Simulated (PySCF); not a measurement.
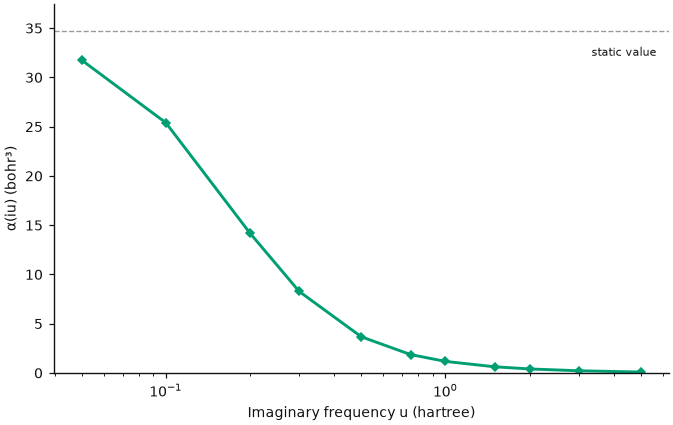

Dipole polarisability at imaginary frequency of an atom or ion with 11 electrons in the configuration [Ne] 3s. Coupled response at the PBE0 level; PySCF, aug-cc-pVTZ-DK, spin-free X2C-1e, unrestricted single determinants, no spin-orbit coupling.

> Which species is it, and what does the curve give?

Mg⁺. The static dipole polarisability is 34.7 bohr³; α(iu) falls to half of it near u = 0.16 hartree. The Casimir–Polder integral gives C₆ = 151 hartree bohr⁶ for two such species.
